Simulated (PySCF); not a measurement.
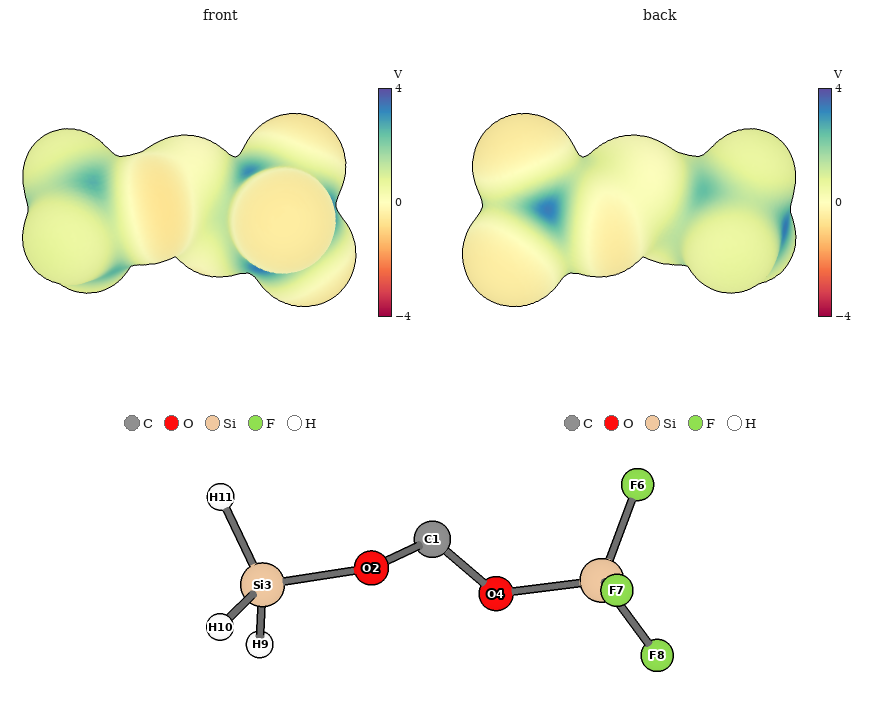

Figure. CH₃F₃O₂Si₂ (SMILES F[Si](F)(F)O[C]O[SiH3]) (triplet). The electrostatic potential painted on the density surface at 0.004 e/bohr³, seen from the front and from behind; the colour scale runs from red (negative) to blue (positive). The bare structure is drawn below in the same view.

Geometry: PBE0-D3(BJ)/def2-SVP.

Level of theory: PySCF, UKS B3LYP, IGLO-III on C F O Si, pcH-1 on H, non-relativistic, mean-field spin-orbit, GIAO.

```csv
atom,x (Å),y (Å),z (Å)
C,-0.1096,0.2524,0.5388
O,0.7342,-0.7676,0.5484
Si,0.2789,-2.3142,1.1169
O,-0.6746,0.7193,-0.6010
Si,-0.2692,2.1997,-1.1919
F,-0.6409,3.3535,-0.1612
F,1.2874,2.3014,-1.5054
F,-1.0944,2.4136,-2.5325
H,-0.9571,-2.7520,0.4103
H,1.4344,-3.1922,0.8035
H,0.0437,-2.2422,2.5847
```

Question: Which sites attract a positive test charge, and which a negative one?

Answer: A positive charge is drawn to the negative regions and a negative charge to the positive ones. The most negative region (about −0.6 V) lies over O2, the most positive (about +3.2 V) over Si3 and Si5.
